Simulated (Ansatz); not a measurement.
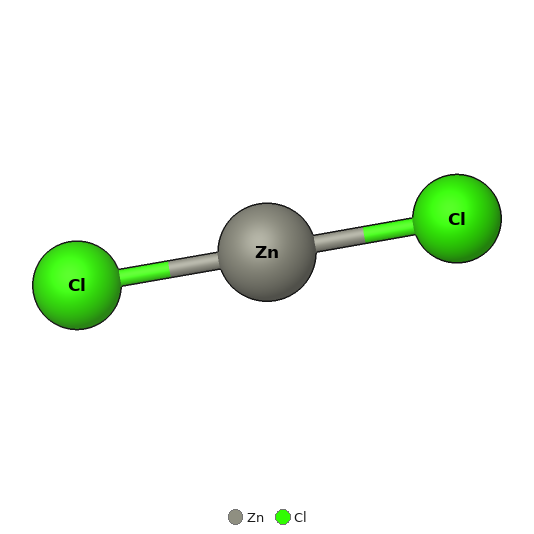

The species is neutral and a spin singlet. The computed structure is the end point of a PBE0-D4/def2-TZVP optimisation.

### What is the coordination number of the metal, and which atoms bind to it?

Zn binds 2 atoms: 2 Cl at 2.08 Å. The arrangement is linear.

### What are the formal oxidation state of the metal and its number of d electrons?

Zn(II), d¹⁰, counting the ligands as closed-shell ions or neutral donors.
